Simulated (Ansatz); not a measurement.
## Optical response of WC (Qusongite): ground state and bands

Ansatz 0.2.0; DFT, PBE, plane-wave PAW, default files, scalar-relativistic, ground state.

The self-consistent density comes first; it also tells whether there is a gap, which decides the occupations and the need for a Drude term.

input.yaml reads:

```yaml
crystal:
  lattice:
    - [2.9065, 0.0, 0.0]
    - [-1.45325, 2.5171028361, 0.0]
    - [0.0, 0.0, 2.8366]
  atoms:
    - { symbol: W, position: [0.0, 0.0, 0.0] }
    - { symbol: C, position: [0.6666666667, 0.3333333333, 0.5] }
kpoints:
  mp_grid: { grid: [9, 9, 8] }
  band_path:
    path:
      - [[0.0, 0.0, 0.0], [0.5, 0.0, 0.0], [0.33333333, 0.33333333, 0.0], [0.0, 0.0, 0.0], [0.0, 0.0, 0.5], [0.5, 0.0, 0.5], [0.33333333, 0.33333333, 0.5], [0.0, 0.0, 0.5]]
      - [[0.5, 0.0, 0.5], [0.5, 0.0, 0.0]]
      - [[0.33333333, 0.33333333, 0.0], [0.33333333, 0.33333333, 0.5]]
    npoints: 6
scf:
  occupations: { method: fermi_dirac, width: 0.05 }
  n_extra_bands: 6
hamiltonian:
  xc: pbe
  pseudopotentials: { kind: paw }
output:
  forces: true
  stress: true
  populations: true
  write_bands: true
  write_density: true
  write_potential: true
  elf: true
  volumetric_format: npy
```

Launch:

```bash
> ansatz run input.yaml --threads 4 --pin off --max-ram 8192MiB --backend cpu --events-out ev --progress --plain --runs-dir out
```

**Question.** What does this run give for the electronic bands?

An even count of 18 valence electrons could fill 9 bands, but bands overlap in energy here, so the system is a metal.

Numbers from this step:

```
volume              : 20.75 Å³
gap on the path     : 0 eV
```

Electronic bands along the path, in eV, zero at the Fermi level; # counts the bands kept:

```
    point     #2     #3     #4     #5     #6    #7    #8    #9
        Γ  -4.31  -3.33  -3.33   0.08   3.24  3.24  5.62  5.62
        M  -7.03  -3.62  -3.56  -0.47   2.35  4.55  4.88  6.86
        K  -6.56  -4.55  -3.45   0.62   0.98  2.06  3.23  9.19
        Γ  -4.31  -3.33  -3.33   0.08   3.24  3.24  5.62  5.62
        A  -8.63  -2.02  -2.02  -0.57  -0.57  3.66  4.53  4.53
        L  -6.45  -4.32  -4.19   0.30   4.45  5.31  6.64  9.18
        H  -7.21  -5.39  -1.61  -0.64   4.41  6.39  7.61  9.15
        A  -8.63  -2.02  -2.02  -0.57  -0.57  3.66  4.53  4.53
jump to L  -6.45  -4.32  -4.19   0.30   4.45  5.31  6.64  9.18
        M  -7.03  -3.62  -3.56  -0.47   2.35  4.55  4.88  6.86
jump to K  -6.56  -4.55  -3.45   0.62   0.98  2.06  3.23  9.19
        H  -7.21  -5.39  -1.61  -0.64   4.41  6.39  7.61  9.15
```

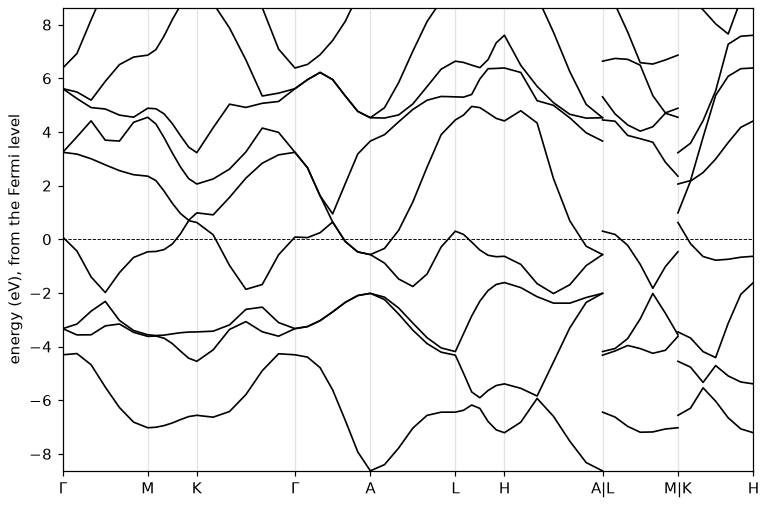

Electronic bands along the path.

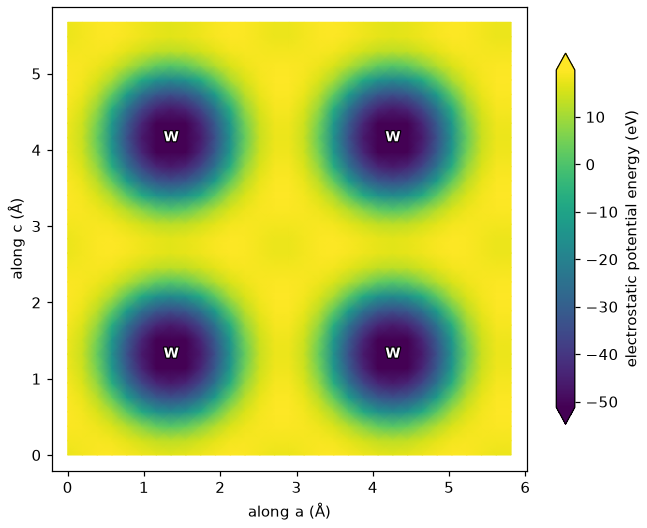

Electrostatic potential energy in the ac plane at fractional y = 0.000, with atoms of W within 0.2 Å of it. With pseudopotentials it is smooth inside the atoms' cores, unlike the true potential. The map starts off the cell's origin, so that atoms lie inside it.

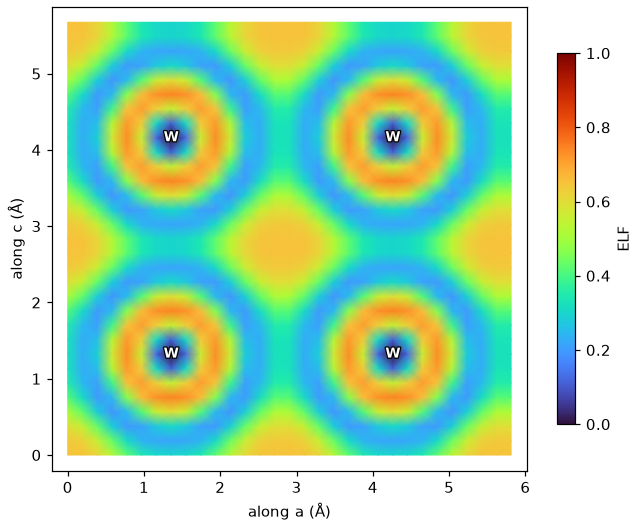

ELF in the ac plane at fractional y = 0.000, with atoms of W within 0.2 Å of it. It is the smooth field of the valence electrons, not physical close to the nuclei.

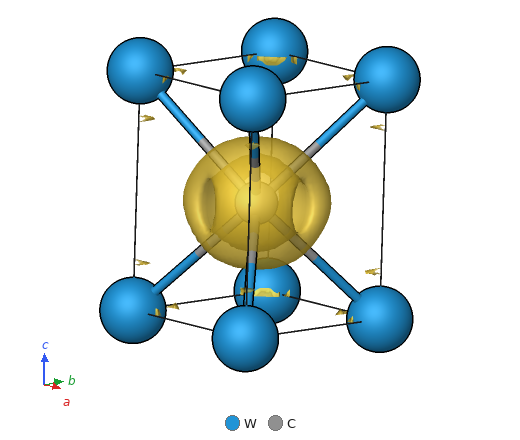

Surface of ELF = 0.73. Bonds to atoms that aren't drawn are left out.

[Logs are printed without paths, hosts, clocks, repeated set-up lines and the standing remarks that a program may print on its own settings, such as how far it seeks lower states.]

[Hosts, paths, dates, database ids (printed as entryN), source tags and the programs' standing remarks are cut or masked in the printed files.]
